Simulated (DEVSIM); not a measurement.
Structure: Mo/SiO2/p-Si capacitor, at 300 K.

| layer (left to right) | material | thickness (nm) | Na (cm⁻³) |
|---|---|---|---|
| 1 | SiO2 | 21.0 | - |
| 2 | Si | 750 | 5.8e17 |

Metal gate on the left, work function 4.6 eV. Fixed charge at the semiconductor interface 0 cm⁻² (in units of +e); no interface traps.

Constants are typed, rounded textbook-type inputs, not results; the design itself was drawn at random and stands for no fabricated device. Values at 300 K.

| parameter | SiO2 | Si |
|---|---|---|
| gap (eV) | 9 | 1.124 |
| affinity (eV) | 0.9 | 4.05 |
| permittivity | 3.9 | 11.7 |
| Nc (cm⁻³) | - | 2.86e19 |
| Nv (cm⁻³) | - | 3.1e19 |

Model (solved in DEVSIM): 1D Poisson equation in equilibrium, Boltzmann statistics, complete ionisation; no quantum confinement or tunnelling. Metal contacts follow the ideal Schottky-Mott rule: no Fermi-level pinning, no interface dipoles.

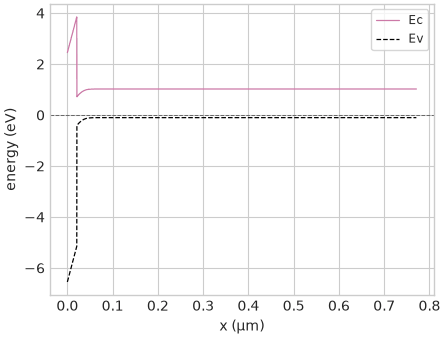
Fig. 1. Band edges at 1.25 V on the gate

Energies count from the Fermi level of the right contact; mesh points crowd at the junctions.

```tsv
x (μm)	Ec (eV)	Ev (eV)	n (cm⁻³)	p (cm⁻³)	field (V/cm)
0.000	2.450	-6.550	< 1e2	< 1e2	670000
0.001154	2.528	-6.472	< 1e2	< 1e2	670000
0.003465	2.683	-6.317	< 1e2	< 1e2	670000
0.007672	2.967	-6.033	< 1e2	< 1e2	670000
0.01544	3.490	-5.510	< 1e2	< 1e2	670000
0.01877	3.714	-5.286	< 1e2	< 1e2	670000
0.02042	3.826	-5.174	< 1e2	< 1e2	670000
0.02177	0.731	-0.393	1.5e7	7.9e12	220000
0.02390	0.776	-0.348	2700000	4.4e13	200000
0.02810	0.851	-0.273	140000	8.1e14	160000
0.03664	0.956	-0.168	2500	4.7e16	86000
0.06460	1.021	-0.103	200	5.7e17	1000
0.1109	1.021	-0.103	200	5.8e17	≈ 0
0.2049	1.021	-0.103	200	5.8e17	≈ 0
0.4851	1.021	-0.103	200	5.8e17	≈ 0
0.6310	1.021	-0.103	200	5.8e17	≈ 0
0.7027	1.021	-0.103	200	5.8e17	≈ 0
0.7391	1.021	-0.103	200	5.8e17	≈ 0
0.7593	1.021	-0.103	200	5.8e17	≈ 0
0.7659	1.021	-0.103	200	5.8e17	≈ 0
0.7692	1.021	-0.103	200	5.8e17	≈ 0
0.7710	1.021	-0.103	200	5.8e17	≈ 0
```
